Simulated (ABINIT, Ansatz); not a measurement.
# MoS2 (P6_3/mmc): bands and cutoff in G0W0 with ABINIT, part 2 of 2

Wanted: a converged G0W0 gap of MoS2 (P6_3/mmc), or an estimate of the limit.

ABINIT 10.8.3; PBEsol and many-body steps on it, plane waves. Known limits of the many-body steps: not at the basis limit; no spin-orbit coupling; coarse k mesh.

So far. Step 3 (Screening, 3×3×1 mesh, 47 bands, screening to 62.6 eV): Local fields lower ε∞ by 9 %. On a Γ-centred mesh this coarse the value itself is usually too large, while a short band sum pulls it down. Step 4 (47 bands, 62.6 eV): The gap on the mesh goes from 1.04 eV to 1.68 eV, a correction of +0.64 eV.

The database entry behind the starting cell differs from later determinations by our own check (about 0.3 % long), so it need not match the best structure at ambient conditions.

## Step 6: 97 bands, 114.3 eV

This step: G0W0 on PBEsol, plane waves, norm-conserving pseudopotentials.

run.abi reads:

```
acell 3*1.0 Angstrom
rprim 
  3.169000000004 -0.000000000001 0.000000000000
  -1.584500000001 2.744434504597 0.000000000000
  0.000000000000 0.000000000000 12.324000000000
ntypat 2
znucl 42 16
natom 6
typat 1 1 2 2 2 2
xred 
  0.333333333333 0.666666666667 0.250000000000
  0.666666666667 0.333333333333 0.750000000000
  0.333333333333 0.666666666667 0.623000000000
  0.666666666667 0.333333333333 0.123000000000
  0.333333333333 0.666666666667 0.877000000000
  0.666666666667 0.333333333333 0.377000000000
pp_dirpath "pseudos"
pseudos "Mo.upf, S.upf"
ecut 36
ngkpt 3 3 1
nshiftk 1
shiftk 0 0 0
kptopt 1
chksymbreak 0
istwfk *1
occopt 1
irdwfk 1
optdriver 4
nband 97
gwcalctyp 0
ecutsigx 36
symsigma 1
nkptgw 2
kptgw 
  0.0000000000 0.0000000000 0.0000000000
  0.3333333333 0.3333333333 0.0000000000
bdgw 
  25 28
  25 28
ecuteps 4.2
irdscr 1
ppmodel 1
indata_prefix "in"
outdata_prefix "out"
tmpdata_prefix "tmp"
```

Command:

```bash
$ OMP_NUM_THREADS=1 mpirun -n 4 abinit run.abi > log
```

Numbers of over 12 decimals in the logs are rounded to 6 here.

Output:

```text
.Version 10.8.3 of ABINIT. v10.8.2 released Aug 2026.

 Symmetries : space group P6_3/m m c (#194); Bravais hP (primitive hexag.)
[... echo of the input left out ...]
== DATASET  1 ==================================================================
-   mpi_nproc: 4, omp_nthreads: 1 (-1 if OMP is not activated)

--- !DatasetInfo
iteration_state: {dtset: 1, }
dimensions: {natom: 6, nkpt: 3, mband: 97, nsppol: 1, nspinor: 1, nspden: 1, mpw: 7476, }
cutoff_energies: {ecut:  36.0, pawecutdg:  -1.0, }
electrons: {nelect:   5.20000000E+01, charge:   0.00000000E+00, occopt:   1.00000000E+00, tsmear:   1.00000000E-02, }

 SIGMA: Calculation of the GW corrections

 Based on a program developped by R.W. Godby, V. Olevano, G. Onida, and L. Reining.
 Incorporated in ABINIT by V. Olevano, G.-M. Rignanese, and M. Torrent.
.Using double precision arithmetic ; gwpc =  8

[... cell and pseudopotentials left out ...]
--------------------------------------------------------------------------------

 ==== K-mesh for the wavefunctions ====
 Number of points in the irreducible wedge :     3
[... list of points left out ...]
 Together with 24 symmetry operations and time-reversal symmetry
 yields     9 points in the full Brillouin Zone.

 ==== Q-mesh for screening function ====
 Number of points in the irreducible wedge :     3
[... list of points left out ...]
 Together with 24 symmetry operations and time-reversal symmetry
 yields     9 points in the full Brillouin Zone.

 vcoul_init : cutoff-mode = AUXILIARY_FUNCTION
 q-points for optical limit:   1
     1)      0.000010    0.000020    0.000030
 setmesh: FFT mesh size selected  =    32x   32x  128
          total number of points  =       131072

 Number of electrons calculated from density =   52.0000; Expected =   52.0000
[...]
number of omega for Sigma on real axis              0
 max omega for Sigma on real axis  [eV]           0.00
 zcut for avoiding poles [eV]                     0.10

 EPSILON^-1 parameters (SCR file):
 dimension of the eps^-1 matrix on file            291
 dimension of the eps^-1 matrix used               291
 number of plane-waves for wavefunctions          7437
 number of bands                                    97
 number of q-points in IBZ                           3
 number of frequencies                               2
 number of real frequencies                          1
 number of imag frequencies                          1

 matrix elements of self-energy operator (all in [eV])

 Perturbative Calculation

--- !SelfEnergy_ee
iteration_state: {dtset: 1, }
kpoint     : [   0.000,    0.000,    0.000, ]
spin       : 1
KS_gap     :    2.094
QP_gap     :    2.556
Delta_QP_KS:    0.462
data: !SigmaeeData |
     Band     E0 <VxcDFT>   SigX SigC(E0)      Z dSigC/dE  Sig(E)    E-E0       E
       25   7.228 -13.594 -16.570   2.831   0.778  -0.286 -13.706  -0.113   7.115
       26   8.399 -16.270 -17.350   1.642   0.775  -0.290 -15.835   0.436   8.834
       27  10.493 -15.558 -10.907  -3.499   0.779  -0.284 -14.661   0.897  11.390
[...]
--- !SelfEnergy_ee
iteration_state: {dtset: 1, }
kpoint     : [   0.333,    0.333,    0.000, ]
spin       : 1
KS_gap     :    1.652
QP_gap     :    2.307
Delta_QP_KS:    0.655
data: !SigmaeeData |
     Band     E0 <VxcDFT>   SigX SigC(E0)      Z dSigC/dE  Sig(E)    E-E0       E
[...]
27   9.435 -17.535 -12.657  -3.401   0.774  -0.291 -16.391   1.144  10.579
       28   9.435 -17.535 -12.657  -3.401   0.774  -0.291 -16.391   1.144  10.579

== END DATASET(S) ==============================================================
================================================================================

 -outvars: echo values of variables after computation  --------
           etotal      0.0000000000E+00
            nband          97
             nkpt           3
          spgroup         194
 [... the other variables as echoed above ...]

 Calculation completed.
```

It took 7.2 s on 4 MPI ranks of Arm Neoverse V2, shared host; peak memory 0.66 GiB.

This step gave:

```
G0W0 gap on the points computed              : 1.745 eV
starting gap on the mesh                     : 1.037 eV
k of the valence top                         : 0, 0, 0
k of the conduction bottom                   : 0.3333, 0.3333, 0
Z at the valence top                         : 0.775
Z at the conduction bottom                   : 0.774
least direct G0W0 gap on the computed points : 2.307 eV
```

Against G0W0 in ABINIT (3×3×1 mesh, 47 bands, screening to 62.6 eV, Godby-Needs plasmon pole), the gap moves by +0.065 eV.

## Step 7: Screening, 3×3×1 mesh, 200 bands, screening to 176.9 eV

This step: RPA screening on PBEsol, plane waves, norm-conserving pseudopotentials.

Changes to run.abi since step 6:

```diff
@@ -27,17 +27,8 @@
 irdwfk 1
-optdriver 4
-nband 97
-gwcalctyp 0
-ecutsigx 36
-symsigma 1
-nkptgw 2
-kptgw 
-  0.0000000000 0.0000000000 0.0000000000
-  0.3333333333 0.3333333333 0.0000000000
-bdgw 
-  25 28
-  25 28
-ecuteps 4.2
-irdscr 1
-ppmodel 1
+optdriver 3
+nband 200
+ecuteps 6.5
+inclvkb 2
+awtr 1
+symchi 1
 indata_prefix "in"
```

Output:

```text
.Version 10.8.3 of ABINIT. v10.8.2 released Aug 2026.

 Symmetries : space group P6_3/m m c (#194); Bravais hP (primitive hexag.)
[... echo of the input left out ...]
== DATASET  1 ==================================================================
-   mpi_nproc: 4, omp_nthreads: 1 (-1 if OMP is not activated)

--- !DatasetInfo
iteration_state: {dtset: 1, }
dimensions: {natom: 6, nkpt: 3, mband: 200, nsppol: 1, nspinor: 1, nspden: 1, mpw: 7476, }
cutoff_energies: {ecut:  36.0, pawecutdg:  -1.0, }
[...]
--------------------------------------------------------------------------------
[... chi0 elements left out ...]
 For q-point:  0.000010 0.000020 0.000030
  dielectric constant =  17.3301
  dielectric constant without local fields =  19.6556

  Average fulfillment of the sum rule on Im[epsilon] for q-point    1 :     80.71  [%]
[... wings left out ...]
  q-point number  2        q = ( 0.333333, 0.000000, 0.000000) [r.l.u.]
--------------------------------------------------------------------------------
[... chi0 elements left out ...]
  Average fulfillment of the sum rule on Im[epsilon] for q-point    2 :     77.97  [%]

 [... 1 further q-points ...]
```

Run time: 43 s. Hardware: 4 MPI ranks; peak memory 1.1 GiB; 2.8 min of CPU time.

This step gave:

```
ε∞ with local fields, on this mesh, along the program's q direction : 17.33
the same without local fields                                       : 19.66
plasma frequency                                                    : 25.86 eV
plane waves in the screening matrix                                 : 573
```

## Step 8: 200 bands, 176.9 eV

This step: G0W0 on PBEsol, plane waves, norm-conserving pseudopotentials.

Changes to run.abi since step 7:

```diff
@@ -27,8 +27,17 @@
 irdwfk 1
-optdriver 3
+optdriver 4
 nband 200
+gwcalctyp 0
+ecutsigx 36
+symsigma 1
+nkptgw 2
+kptgw 
+  0.0000000000 0.0000000000 0.0000000000
+  0.3333333333 0.3333333333 0.0000000000
+bdgw 
+  25 28
+  25 28
 ecuteps 6.5
-inclvkb 2
-awtr 1
-symchi 1
+irdscr 1
+ppmodel 1
 indata_prefix "in"
```

Output:

```text
.Version 10.8.3 of ABINIT. v10.8.2 released Aug 2026.

 Symmetries : space group P6_3/m m c (#194); Bravais hP (primitive hexag.)
[... echo of the input left out ...]
== DATASET  1 ==================================================================
-   mpi_nproc: 4, omp_nthreads: 1 (-1 if OMP is not activated)

--- !DatasetInfo
iteration_state: {dtset: 1, }
dimensions: {natom: 6, nkpt: 3, mband: 200, nsppol: 1, nspinor: 1, nspden: 1, mpw: 7476, }
cutoff_energies: {ecut:  36.0, pawecutdg:  -1.0, }
[...]
Band     E0 <VxcDFT>   SigX SigC(E0)      Z dSigC/dE  Sig(E)    E-E0       E
[...]
27   9.435 -17.535 -12.657  -3.985   0.767  -0.303 -16.849   0.685  10.121
       28   9.435 -17.535 -12.657  -3.985   0.767  -0.303 -16.849   0.685  10.121

== END DATASET(S) ==============================================================
================================================================================

 -outvars: echo values of variables after computation  --------
           etotal      0.0000000000E+00
            nband         200
             nkpt           3
          spgroup         194
 [... the other variables as echoed above ...]

 Calculation completed.
```

The job ended after 23 s (4 MPI ranks; peak memory 1.1 GiB; 91 s of CPU time).

This step gave:

- G0W0 gap on the points computed: 1.729 eV
- starting gap on the mesh: 1.037 eV
- k of the valence top: 0, 0, 0
- k of the conduction bottom: 0.3333, 0.3333, 0
- least direct G0W0 gap on the computed points: 2.274 eV

Against G0W0 in ABINIT (3×3×1 mesh, 97 bands, screening to 114.3 eV, Godby-Needs plasmon pole), the gap moves by −0.016 eV.

## Step 9: Side by side

Times are wall times on 4 MPI ranks of Arm Neoverse V2, shared host, good to a factor of about two. A run's time includes the screening step that it read.

```csv
run,mesh,bands,screening cutoff (eV),DFT gap (eV),gap on the mesh (eV),direct (eV),ε∞ used,time
"47 bands, 62.6 eV",3×3×1,47,62.6,1.037,1.680,2.323,17.74,12 s
"97 bands, 114.3 eV",3×3×1,97,114.3,1.037,1.745,2.307,17.45,25 s
"200 bands, 176.9 eV",3×3×1,200,176.9,1.037,1.729,2.274,17.33,65 s
```

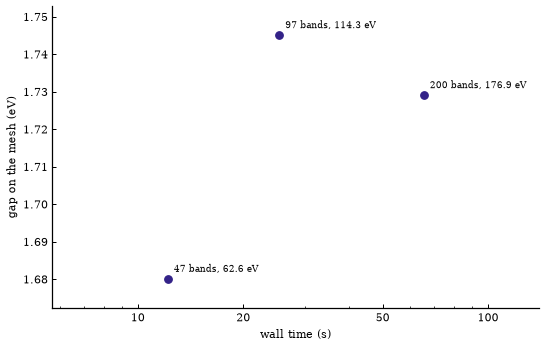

Result against wall time.

## Step 10: Summary of results

| Item | Value |
| --- | --- |
| 47 bands, 62.6 eV | 1.680 eV |
| 97 bands, 114.3 eV | 1.745 eV |
| 200 bands, 176.9 eV | 1.729 eV |
| known limits | not at the basis limit; no spin-orbit coupling; coarse k mesh |

**Reading.** From the first rung to the last the gap moves by +0.05 eV for 5.4 times the time. The gap turns back along the series, so no limit is drawn from it. In the G0W0 runs levels were corrected at 2 k points alone, so a gap called «on the mesh» is the least over those, and an edge elsewhere would be missed. A denser mesh or path gives a starting gap of 0.85 eV: the GW mesh misses a band edge, so its gaps are not the fundamental one. The 3×3×1 mesh is coarse for this cell, which bears on the long-range parts of exchange and screening. The many-body steps are scalar-relativistic: spin-orbit coupling is not in them.

[Paths, hosts, dates, memory and timing lines, banners, echoed tables and standing remarks are left out of the program output.]

[Logs are printed without paths, hosts, clocks, repeated set-up lines and the standing remarks that a program may print on its own settings, such as how far it seeks lower states.]

[Runs of the session that timed out or met a known fault of the program may be left out.]

[Hosts, paths, dates, database ids (printed as entryN), source tags and the programs' standing remarks are cut or masked in the printed files.]

[G0W0 gaps are taken among the corrected bands and points alone; a level outside them can change the order at an edge.]

[Where Ansatz stands beside ABINIT at settings called matched, ABINIT's density can come from a denser mesh and the files from another edition; pairs whose starting gaps differed by over 0.03 eV were left out, so agreement reads better than it is.]
